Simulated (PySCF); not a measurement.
# OsF₆−: ligand-field states, part 1 of 2

Wanted: ligand-field states for OsF₆−.

Computed with PySCF 2.14.0 and routines of our own; the level stands in each step. Atoms count from 0.

## Step 1: The system as given

7 atoms, charge -1, states of the metal's open shell are computed; geometry from: model geometry, bond lengths from ionic radii.

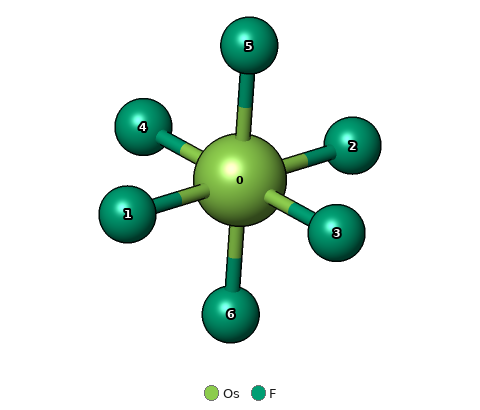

The starting geometry (osmium green, fluorine teal); sticks join atoms by distance alone.

## Step 2: Ligand-field states: state-averaged CASSCF in water

What the job is given:

```
{"job": {"kind": "lf", "basis": {"metal": "x2c-TZVPall", "ligand": "x2c-SVPall"}, "nevpt": true, "solvent": "water"}, "charge": -1, "metal": "Os", "open_shell": "d3"}
Os     0.000000     0.000000     0.000000
F      0.000000     0.000000     1.875000
F      0.000000     0.000000    -1.875000
F      1.875000     0.000000     0.000000
F     -1.875000     0.000000     0.000000
F      0.000000     1.875000     0.000000
F     -0.000000    -1.875000     0.000000
```

Method: state-averaged CASSCF of the metal d shell, SC-NEVPT2 on the averaged canonical orbitals, state-interaction spin-orbit coupling.

The run is started by

```bash
$ OMP_NUM_THREADS=1 python lf_run.py task.json out
```

The driver reads the jobs from task.json and runs them one after another.

Standard output:

```text
basis functions 165, electrons 131, active (3e, 5o)
stage 1: DIIS on the effective Fock matrix, level shift 0.30
cycle   1  E = -17846.5519430952  dE = -1.785e+04  max|g| = 1.525e+00
cycle   2  E = -17846.0078539413  dE =  5.441e-01  max|g| = 1.250e+00
cycle   3  E = -17848.3363172754  dE = -2.328e+00  max|g| = 7.092e-01
cycle   4  E = -17848.9126009838  dE = -5.763e-01  max|g| = 4.272e-01
cycle   5  E = -17849.0283274130  dE = -1.157e-01  max|g| = 2.810e-01
cycle   6  E = -17849.0942333546  dE = -6.591e-02  max|g| = 5.678e-02
cycle   7  E = -17849.0993671546  dE = -5.134e-03  max|g| = 3.254e-02
cycle   8  E = -17849.1005384056  dE = -1.171e-03  max|g| = 1.321e-02
cycle   9  E = -17849.1007117938  dE = -1.734e-04  max|g| = 6.561e-03
cycle  10  E = -17849.1007315523  dE = -1.976e-05  max|g| = 2.275e-03
cycle  11  E = -17849.1007390561  dE = -7.504e-06  max|g| = 1.402e-03
cycle  12  E = -17849.1007405779  dE = -1.522e-06  max|g| = 7.328e-04
cycle  13  E = -17849.1007410638  dE = -4.859e-07  max|g| = 4.808e-04
cycle  14  E = -17849.1007412852  dE = -2.214e-07  max|g| = 2.264e-04
cycle  15  E = -17849.1007413308  dE = -4.562e-08  max|g| = 1.775e-04
cycle  16  E = -17849.1007413527  dE = -2.186e-08  max|g| = 1.092e-04
cycle  17  E = -17849.1007413597  dE = -7.025e-09  max|g| = 5.302e-05
cycle  18  E = -17849.1007413621  dE = -2.405e-09  max|g| = 3.404e-05
cycle  19  E = -17849.1007413629  dE = -8.185e-10  max|g| = 2.218e-05
cycle  20  E = -17849.1007413632  dE = -2.838e-10  max|g| = 1.316e-05
cycle  21  E = -17849.1007413633  dE = -1.091e-10  max|g| = 8.125e-06
converged average energy = -17849.1007413633

 mult deg   label        CASSCF/cm-1   NEVPT2/cm-1
   4   1   4A2g                0.0           0.0
   2   2   2Eg             13648.7       12168.8
   2   3   2T1g            14596.3       12546.7
   2   3   2T2g            22692.3       19513.4
   4   3   4T2g            41624.9       43154.8
   4   3   4T1g            49908.2       48930.8
   2   1   2A1g            52308.4       52659.8
   2   3   2T2g            54048.1       53610.6
   2   3   2T1g            54789.1       54448.6
   2   2   2Eg             56573.4       55774.7
   2   3   2T1g            60097.7       57731.3
   2   3   2T2g            64044.0       60622.1
   2   1   2A2g            67263.1       62439.6
   2   2   2Eg             77021.0       70609.0
   4   3   4T1g            84879.5       87402.5
   2   3   2T1g            94937.3       96123.9
   2   3   2T2g            96650.6       96284.3
   2   3   2T1g           101397.6       99439.9
   2   3   2T2g           116493.3      109267.5
   2   2   2Eg            139958.8      140218.8

spin-orbit levels / cm-1
      0.00  x4  4A2g 0.92 2T2g 0.05
  11201.19  x4  2T1g 0.42 2Eg 0.36 2T2g 0.16
  12748.70  x4  2Eg 0.54 2T1g 0.43
  13609.36  x2  2T1g 0.97
  21112.01  x2  2T2g 0.97
  22843.71  x4  2T2g 0.76 2T1g 0.12 2Eg 0.07
  42719.33  x2  4T2g 0.95
  43314.58  x4  4T2g 0.84 4T1g 0.08
  44042.25  x4  4T2g 0.79 4T1g 0.14
  45042.79  x2  4T2g 0.85 4T1g 0.10 2T1g 0.05
  48459.23  x2  4T1g 0.69 2A1g 0.19 4T2g 0.08
  49909.93  x4  4T1g 0.70 2T2g 0.09 2T1g 0.07
  50531.18  x2  4T1g 0.75 2T2g 0.17 2T2g 0.05
  51636.56  x4  4T1g 0.80 4T2g 0.14 2Eg 0.03
  53613.66  x2  2T1g 0.60 2A1g 0.18 2T1g 0.08
  54177.46  x4  2T2g 0.56 2Eg 0.15 4T1g 0.14
  54596.18  x2  2T2g 0.72 4T1g 0.20 2T2g 0.04
  56160.03  x2  2A1g 0.57 2T1g 0.27 4T1g 0.14
  57148.94  x4  2T1g 0.87 4T1g 0.05 2T2g 0.03
  58800.02  x4  2Eg 0.74 2T1g 0.11 2T2g 0.08
```

Wall time 20 s (1 thread of Intel Xeon 6975P-C, shared host); peak memory 0.45 GiB.

Warnings kept with the result: strongly covalent, metal-shell active space is small for this complex.

Key values:

```csv
quantity,value
spin-orbit constant ζ,3723 cm⁻¹
```

Powder susceptibility:

```csv
T (K),χT (cm³ K/mol),μ(eff)
2,1.421,3.37
5,1.421,3.37
10,1.421,3.37
20,1.421,3.37
30,1.421,3.37
50,1.422,3.37
75,1.423,3.37
100,1.423,3.37
150,1.425,3.38
200,1.426,3.38
250,1.428,3.38
300,1.429,3.38
```

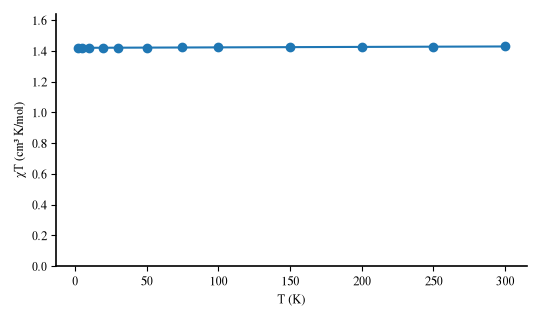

χT against temperature.

## Step 3: Ligand-field states: state-averaged CASSCF (axial bond length × 0.9) in water

What the job is given:

```
{"job": {"kind": "lf", "basis": {"metal": "x2c-TZVPall", "ligand": "x2c-SVPall"}, "nevpt": true, "solvent": "water", "reuse": true}, "charge": -1, "metal": "Os", "open_shell": "d3"}
Os     0.000000     0.000000     0.000000
F      0.000000     0.000000     1.687500
F      0.000000     0.000000    -1.687500
F      1.875000     0.000000     0.000000
F     -1.875000     0.000000     0.000000
F      0.000000     1.875000     0.000000
F     -0.000000    -1.875000     0.000000
```

With the program's defaults for keys left out, this is: state-averaged CASSCF of the metal d shell, SC-NEVPT2 on the averaged canonical orbitals, state-interaction spin-orbit coupling.

Standard output:

```text
basis functions 165, electrons 131, active (3e, 5o)
start from the orbitals of the previous structure
stage 1: DIIS on the effective Fock matrix, level shift 0.30
cycle   1  E = -17845.3931918185  dE = -1.785e+04  max|g| = 2.271e+01
cycle   2  E = -17848.8679130257  dE = -3.475e+00  max|g| = 4.854e-01
cycle   3  E = -17848.9921607817  dE = -1.242e-01  max|g| = 1.589e-01
cycle   4  E = -17849.0149268401  dE = -2.277e-02  max|g| = 6.063e-02
cycle   5  E = -17849.0193219757  dE = -4.395e-03  max|g| = 2.268e-02
cycle   6  E = -17849.0201180119  dE = -7.960e-04  max|g| = 1.102e-02
cycle   7  E = -17849.0203052883  dE = -1.873e-04  max|g| = 6.193e-03
cycle   8  E = -17849.0203745767  dE = -6.929e-05  max|g| = 3.667e-03
cycle   9  E = -17849.0204082342  dE = -3.366e-05  max|g| = 2.371e-03
cycle  10  E = -17849.0204228639  dE = -1.463e-05  max|g| = 1.644e-03
cycle  11  E = -17849.0204292384  dE = -6.374e-06  max|g| = 1.036e-03
cycle  12  E = -17849.0204313900  dE = -2.152e-06  max|g| = 6.395e-04
cycle  13  E = -17849.0204321832  dE = -7.932e-07  max|g| = 3.663e-04
cycle  14  E = -17849.0204324561  dE = -2.730e-07  max|g| = 1.896e-04
cycle  15  E = -17849.0204325299  dE = -7.377e-08  max|g| = 9.676e-05
cycle  16  E = -17849.0204325488  dE = -1.890e-08  max|g| = 4.957e-05
cycle  17  E = -17849.0204325538  dE = -5.031e-09  max|g| = 2.414e-05
cycle  18  E = -17849.0204325550  dE = -1.190e-09  max|g| = 1.167e-05
cycle  19  E = -17849.0204325553  dE = -2.838e-10  max|g| = 5.678e-06
converged average energy = -17849.0204325553

 mult deg   label        CASSCF/cm-1   NEVPT2/cm-1
   4   1   4B1g                0.0           0.0
   2   2   2Eg             11010.3        8431.0
   2   1   2A1g            13387.9       11792.5
   2   1   2B1g            13354.6       11803.8
   2   1   2A2g            13974.6       11988.6
   2   1   2B2g            21946.8       18655.1
   2   2   2Eg             26467.5       23162.6
   4   2   4Eg             40424.5       40348.0
   4   1   4B2g            41285.5       43076.2
   2   2   2Eg             50229.9       49041.7
   2   1   2B1g            54591.2       51124.3
   2   2   2Eg             54747.2       52283.1
   2   1   2B2g            53892.5       53560.1
   2   1   2A1g            53789.3       53874.1
   2   1   2A2g            54816.3       54482.7
   4   2   4Eg             57181.8       55854.3
   2   1   2A1g            64087.1       60807.8
   2   1   2B1g            67271.4       62692.3
   2   2   2Eg             67176.6       64659.2
   4   1   4A2g            68879.2       66006.7
   2   2   2Eg             73096.2       68859.3
   2   1   2A2g            76991.2       72942.0
   2   1   2B2g            81878.7       76545.5
   2   1   2B1g            83868.4       77369.3
   2   1   2A1g            93035.1       85000.4
   4   1   4A2g            92234.8       92195.2
   2   2   2Eg             93672.2       92815.7
   2   1   2B2g            99790.0       94342.0
   4   2   4Eg             97068.8       98153.3
   2   1   2A2g           103073.5      101569.3
   2   1   2A2g           111627.5      106273.5
   2   2   2Eg            106974.8      106666.0
   2   2   2Eg            114692.5      110878.5
   2   1   2B2g           125370.4      119687.3
   2   2   2Eg            140741.1      131630.6
   2   1   2A1g           147982.1      145835.6
   2   1   2B1g           163871.3      161339.7

spin-orbit levels / cm-1
      0.00  x2  4B1g 0.86 2Eg 0.09
    372.97  x2  4B1g 0.94 2B2g 0.03
   7580.53  x2  2Eg 0.74 4B1g 0.11 2A2g 0.07
  10407.16  x2  2Eg 0.89 2B2g 0.06
  11971.40  x2  2B1g 0.88 2B2g 0.06
  12660.45  x2  2A1g 0.78 2A2g 0.18
  13340.70  x2  2A2g 0.70 2Eg 0.13 2A1g 0.11
  21407.14  x2  2B2g 0.69 2Eg 0.09 2B1g 0.09
  23762.14  x2  2Eg 0.84 2B2g 0.13
  27026.72  x2  2Eg 0.89 2A1g 0.03 2A2g 0.03
  40016.25  x2  4Eg 0.95
  40830.27  x2  4Eg 0.80 4B2g 0.13
  41017.80  x2  4Eg 0.62 4B2g 0.32
  43254.78  x2  4Eg 0.90
  44801.18  x2  4B2g 0.65 2Eg 0.20 4Eg 0.11
  46211.08  x2  4B2g 0.54 4Eg 0.36
  49592.31  x2  2Eg 0.71 4B2g 0.18 4Eg 0.03
  51076.34  x2  2Eg 0.29 2B1g 0.20 2B2g 0.20
  52882.88  x2  2Eg 0.74 2Eg 0.14 2B1g 0.05
  54020.91  x2  2B1g 0.50 2Eg 0.26 4Eg 0.15
  54426.06  x2  2Eg 0.80 4Eg 0.07 2A1g 0.04
  55485.01  x2  4Eg 0.87 2B1g 0.05
  56288.77  x2  2A1g 0.65 4Eg 0.13 2Eg 0.08
  56533.38  x2  4Eg 0.52 2B2g 0.31 2B1g 0.11
  56925.79  x2  2A2g 0.83 4Eg 0.04 2Eg 0.04
  57124.72  x2  2B2g 0.37 4Eg 0.34 2Eg 0.21
  57477.68  x2  4Eg 0.57 2A1g 0.17 2A1g 0.10
  58831.14  x2  4Eg 0.77 2A1g 0.09 2Eg 0.05
  63308.02  x2  2A1g 0.53 4Eg 0.27 2Eg 0.17
  65508.18  x2  2Eg 0.36 2Eg 0.32 4A2g 0.27
```

Wall time 15 s (1 thread of Intel Xeon 6975P-C, shared host); peak memory 0.49 GiB.

Warnings kept with the result: strongly covalent, metal-shell active space is small for this complex.

In short:

```csv
quantity,value
spin-orbit constant ζ,3698 cm⁻¹
```

Powder susceptibility:

```csv
T (K),χT (cm³ K/mol),μ(eff)
2,0.753,2.45
20,0.790,2.51
100,0.952,2.76
300,1.212,3.11
```

## Step 4: Ligand-field states: state-averaged CASSCF (axial bond length × 0.95) in water

Settings changed since step 3:

```diff
@@ -2,4 +2,4 @@
 Os     0.000000     0.000000     0.000000
-F      0.000000     0.000000     1.687500
-F      0.000000     0.000000    -1.687500
+F      0.000000     0.000000     1.781200
+F      0.000000     0.000000    -1.781200
 F      1.875000     0.000000     0.000000
```

Level: state-averaged CASSCF of the metal d shell, SC-NEVPT2 on the averaged canonical orbitals, state-interaction spin-orbit coupling.

Standard output:

```text
basis functions 165, electrons 131, active (3e, 5o)
start from the orbitals of the previous structure
stage 1: DIIS on the effective Fock matrix, level shift 0.30
cycle   1  E = -17847.7749871001  dE = -1.785e+04  max|g| = 1.307e+01
cycle   2  E = -17849.0365002629  dE = -1.262e+00  max|g| = 3.096e-01
cycle   3  E = -17849.0731243058  dE = -3.662e-02  max|g| = 8.759e-02
cycle   4  E = -17849.0762632057  dE = -3.139e-03  max|g| = 2.498e-02
cycle   5  E = -17849.0767080897  dE = -4.449e-04  max|g| = 9.874e-03
cycle   6  E = -17849.0768745948  dE = -1.665e-04  max|g| = 4.914e-03
cycle   7  E = -17849.0769200989  dE = -4.550e-05  max|g| = 3.081e-03
cycle   8  E = -17849.0769385408  dE = -1.844e-05  max|g| = 1.727e-03
cycle   9  E = -17849.0769460249  dE = -7.484e-06  max|g| = 1.124e-03
cycle  10  E = -17849.0769489298  dE = -2.905e-06  max|g| = 6.566e-04
cycle  11  E = -17849.0769497681  dE = -8.384e-07  max|g| = 3.909e-04
cycle  12  E = -17849.0769500550  dE = -2.869e-07  max|g| = 1.997e-04
cycle  13  E = -17849.0769501182  dE = -6.314e-08  max|g| = 1.044e-04
cycle  14  E = -17849.0769501369  dE = -1.873e-08  max|g| = 4.989e-05
cycle  15  E = -17849.0769501413  dE = -4.376e-09  max|g| = 2.283e-05
cycle  16  E = -17849.0769501422  dE = -9.422e-10  max|g| = 1.028e-05
cycle  17  E = -17849.0769501424  dE = -1.965e-10  max|g| = 4.566e-06
converged average energy = -17849.0769501424

 mult deg   label        CASSCF/cm-1   NEVPT2/cm-1
   4   1   4B1g                0.0           0.0
   2   2   2Eg             13824.0       11508.4
   2   1   2A1g            13552.9       12021.4
   2   1   2B1g            13549.7       12037.0
   2   1   2A2g            14308.5       12304.4
   2   1   2B2g            22374.2       19150.7
   2   2   2Eg             23595.8       20389.9
   4   1   4B2g            41471.7       43130.5
   4   2   4Eg             43277.3       43809.9
   4   2   4Eg             52011.5       51326.2
   2   2   2Eg             53757.4       52730.3
   2   1   2B2g            54132.7       53714.4
   2   1   2A1g            53693.0       53834.8
   2   1   2A2g            55041.7       54680.9
   2   1   2B1g            57468.5       55837.2
   2   2   2Eg             57751.2       56028.3
   4   1   4A2g            59190.0       57613.3
   2   1   2A1g            60245.1       58727.7
   2   2   2Eg             62030.0       60125.6
   2   2   2Eg             67106.3       63878.8
   2   1   2B1g            69358.7       64307.4
   2   1   2A2g            68255.6       65449.1
   2   1   2B2g            72689.1       68708.1
   2   1   2B1g            77423.2       71139.8
   2   1   2A1g            84782.8       77932.9
   4   1   4A2g            88985.9       90656.5
   4   2   4Eg             91125.9       93270.6
   2   2   2Eg             96713.9       96041.9
   2   1   2A2g            99448.6       99707.0
   2   1   2B2g           103401.7      100861.7
   2   2   2Eg            101413.2      102062.4
   2   1   2A2g           106898.8      103694.9
   2   2   2Eg            107810.8      105456.3
   2   1   2B2g           117055.1      110939.0
   2   2   2Eg            127972.0      120460.9
   2   1   2A1g           144416.5      143897.7
   2   1   2B1g           152142.2      151802.7

spin-orbit levels / cm-1
      0.00  x2  4B1g 0.91 2Eg 0.04
     94.42  x2  4B1g 0.93 2B2g 0.03
  10030.61  x2  2Eg 0.53 2A2g 0.18 2A1g 0.16
  11554.18  x2  2B1g 0.45 2Eg 0.31 2B2g 0.12
  12409.74  x2  2Eg 0.53 2B1g 0.44
  12626.55  x2  2A1g 0.73 2A2g 0.17 2Eg 0.07
  13400.00  x2  2A2g 0.58 2Eg 0.34
  21487.78  x2  2Eg 0.88 2B2g 0.03 2Eg 0.03
  22112.59  x2  2B2g 0.78 2Eg 0.11 2B1g 0.06
  24150.65  x2  2Eg 0.83 2A2g 0.06 2A1g 0.05
  42702.20  x2  4B2g 0.63 4Eg 0.31
  43102.15  x2  4B2g 0.47 4Eg 0.44
  43410.18  x2  4Eg 0.88 4B2g 0.03
  45775.16  x2  4Eg 0.88 4Eg 0.03 2B2g 0.03
  45896.39  x2  4Eg 0.50 4B2g 0.39 2Eg 0.06
  46784.90  x2  4Eg 0.58 4B2g 0.22 4Eg 0.12
  51301.31  x2  4Eg 0.73 2B2g 0.09 2Eg 0.08
  51494.95  x2  4Eg 0.43 2Eg 0.24 2A1g 0.13
  51831.01  x2  4Eg 0.78 4Eg 0.06 4B2g 0.05
  52707.81  x2  2Eg 0.43 4Eg 0.31 2A1g 0.06
  53606.94  x2  4Eg 0.67 2A1g 0.08 2Eg 0.06
  53989.04  x2  2B2g 0.52 4Eg 0.17 2B1g 0.09
  55362.25  x2  2Eg 0.77 4A2g 0.05 2B1g 0.05
  56647.48  x2  2A1g 0.55 4Eg 0.15 2Eg 0.14
  57074.71  x2  2A2g 0.74 2A1g 0.10 4Eg 0.04
  57909.67  x2  2Eg 0.67 4Eg 0.16 2A1g 0.06
  58225.88  x2  2Eg 0.56 2B1g 0.24 4Eg 0.07
  58791.98  x2  4A2g 0.43 2B1g 0.17 2Eg 0.11
  59222.08  x2  2B1g 0.37 4A2g 0.20 2B2g 0.17
  59643.82  x2  4A2g 0.68 4Eg 0.10 2A1g 0.06
```

It took 13 s on 1 thread of Intel Xeon 6975P-C, shared host; peak memory 0.49 GiB.

Warnings kept with the result: strongly covalent, metal-shell active space is small for this complex.

From this job:

```csv
quantity,value
spin-orbit constant ζ,3730 cm⁻¹
```

Powder susceptibility:

```csv
T (K),χT (cm³ K/mol),μ(eff)
2,0.858,2.62
20,1.007,2.84
100,1.342,3.28
300,1.420,3.37
```

## Step 5: Ligand-field states: state-averaged CASSCF (axial bond length × 1.05) in water

Settings changed since step 4:

```diff
@@ -2,4 +2,4 @@
 Os     0.000000     0.000000     0.000000
-F      0.000000     0.000000     1.781200
-F      0.000000     0.000000    -1.781200
+F      0.000000     0.000000     1.968800
+F      0.000000     0.000000    -1.968800
 F      1.875000     0.000000     0.000000
```

Method: state-averaged CASSCF of the metal d shell, SC-NEVPT2 on the averaged canonical orbitals, state-interaction spin-orbit coupling.

Standard output:

```text
basis functions 165, electrons 131, active (3e, 5o)
start from the orbitals of the previous structure
stage 1: DIIS on the effective Fock matrix, level shift 0.30
cycle   1  E = -17846.7649312805  dE = -1.785e+04  max|g| = 3.473e+01
cycle   2  E = -17849.0174100753  dE = -2.252e+00  max|g| = 4.525e-01
cycle   3  E = -17849.0947370536  dE = -7.733e-02  max|g| = 1.101e-01
cycle   4  E = -17849.1019121277  dE = -7.175e-03  max|g| = 3.867e-02
cycle   5  E = -17849.1031938359  dE = -1.282e-03  max|g| = 1.346e-02
cycle   6  E = -17849.1035649382  dE = -3.711e-04  max|g| = 7.045e-03
cycle   7  E = -17849.1036689988  dE = -1.041e-04  max|g| = 4.457e-03
cycle   8  E = -17849.1036963897  dE = -2.739e-05  max|g| = 2.019e-03
cycle   9  E = -17849.1037014025  dE = -5.013e-06  max|g| = 8.735e-04
cycle  10  E = -17849.1037023528  dE = -9.503e-07  max|g| = 3.175e-04
cycle  11  E = -17849.1037025483  dE = -1.955e-07  max|g| = 1.427e-04
cycle  12  E = -17849.1037025867  dE = -3.836e-08  max|g| = 6.570e-05
cycle  13  E = -17849.1037025938  dE = -7.101e-09  max|g| = 4.304e-05
cycle  14  E = -17849.1037025963  dE = -2.517e-09  max|g| = 2.570e-05
cycle  15  E = -17849.1037025970  dE = -7.021e-10  max|g| = 1.876e-05
cycle  16  E = -17849.1037025973  dE = -2.765e-10  max|g| = 1.292e-05
cycle  17  E = -17849.1037025974  dE = -1.273e-10  max|g| = 8.549e-06
converged average energy = -17849.1037025974

 mult deg   label        CASSCF/cm-1   NEVPT2/cm-1
   4   1   4B1g                0.0           0.0
   2   2   2Eg             14130.0       12072.3
   2   1   2B1g            13684.4       12241.3
   2   1   2A1g            13687.8       12250.6
   2   1   2A2g            14841.5       12715.7
   2   1   2B2g            22900.0       19745.9
   2   2   2Eg             22988.8       20079.7
   4   2   4Eg             36673.2       38361.2
   4   1   4A2g            41726.1       41058.7
   4   1   4B2g            41747.9       43179.3
   2   2   2Eg             48615.2       48363.6
   2   1   2A1g            48524.2       49064.7
   2   1   2A2g            50953.5       49629.2
   4   2   4Eg             50741.0       50140.7
   2   2   2Eg             50570.5       50195.2
   2   1   2B1g            52274.5       51001.8
   2   1   2B2g            52650.3       51848.0
   2   1   2A1g            54977.4       54451.1
   2   1   2B2g            57673.0       54873.5
   2   1   2A2g            56370.7       55168.2
   2   2   2Eg             60424.9       58494.3
   2   1   2B1g            65563.0       61367.7
   2   2   2Eg             64969.4       61846.8
   2   1   2A1g            70554.0       64311.5
   2   1   2B1g            79006.6       73134.6
   4   2   4Eg             79100.2       81750.3
   4   1   4A2g            80728.9       83708.2
   2   1   2B2g            86419.0       86077.6
   2   2   2Eg             88545.0       89408.9
   2   2   2Eg             91650.3       91472.7
   2   1   2A2g            90442.1       92142.0
   2   2   2Eg             95623.4       93191.6
   2   1   2A2g            96113.1       94908.4
   2   2   2Eg            110521.1      104528.9
   2   1   2B2g           118844.2      112156.0
   2   1   2B1g           128757.1      129033.9
   2   1   2A1g           135505.1      136134.7

spin-orbit levels / cm-1
      0.00  x2  4B1g 0.92 2B2g 0.03
     71.09  x2  4B1g 0.93 2Eg 0.05
  10523.91  x2  2Eg 0.65 2B1g 0.17 2B2g 0.08
  11622.24  x2  2A1g 0.54 2A2g 0.26 2Eg 0.14
  12687.63  x2  2B1g 0.73 2Eg 0.23
  12928.98  x2  2A2g 0.43 2A1g 0.30 2Eg 0.22
  13585.06  x2  2Eg 0.70 2A2g 0.19 2A1g 0.05
  21429.57  x2  2B2g 0.54 2Eg 0.40
  22700.82  x2  2Eg 0.72 2A2g 0.09 2A1g 0.07
  23724.02  x2  2Eg 0.52 2B2g 0.29 2Eg 0.07
  37870.87  x2  4Eg 0.92
  38533.16  x2  4Eg 0.80 4A2g 0.12
  38743.34  x2  4Eg 0.60 4A2g 0.33
  40857.85  x2  4Eg 0.85 2A2g 0.03 4A2g 0.03
  42976.66  x2  4A2g 0.67 4Eg 0.10 4B2g 0.09
  43529.25  x2  4B2g 0.74 4Eg 0.08 4A2g 0.07
  43808.19  x2  4A2g 0.38 4B2g 0.26 4Eg 0.23
  44328.01  x2  4B2g 0.61 4A2g 0.16 4Eg 0.11
  47834.10  x2  2Eg 0.36 2A2g 0.19 2A1g 0.17
  48741.34  x2  2Eg 0.60 2Eg 0.15 2B1g 0.07
  49259.04  x2  4Eg 0.53 2Eg 0.16 2A1g 0.12
  50622.30  x2  4Eg 0.58 2A2g 0.11 2A2g 0.09
  50842.86  x2  4Eg 0.38 2B2g 0.19 2Eg 0.10
  52282.69  x2  2Eg 0.37 2A2g 0.16 2Eg 0.14
  52489.08  x2  2Eg 0.57 2Eg 0.12 2B2g 0.11
  52961.91  x2  2A1g 0.44 4Eg 0.32 2Eg 0.14
  53046.76  x2  2Eg 0.44 2A2g 0.43 2Eg 0.04
  53205.66  x2  4Eg 0.78 2B1g 0.08 2Eg 0.05
  53607.36  x2  4Eg 0.35 2B1g 0.35 2B2g 0.15
  54503.31  x2  2B2g 0.43 2B1g 0.33 4Eg 0.10
```

Wall time 13 s (1 thread of Intel Xeon 6975P-C, shared host); peak memory 0.48 GiB.

Warnings kept with the result: strongly covalent, metal-shell active space is small for this complex.

In short:

```csv
quantity,value
spin-orbit constant ζ,3701 cm⁻¹
```

Powder susceptibility:

```csv
T (K),χT (cm³ K/mol),μ(eff)
2,0.851,2.61
20,1.043,2.89
100,1.349,3.29
300,1.399,3.35
```

(Continued in part 2 of 2.)
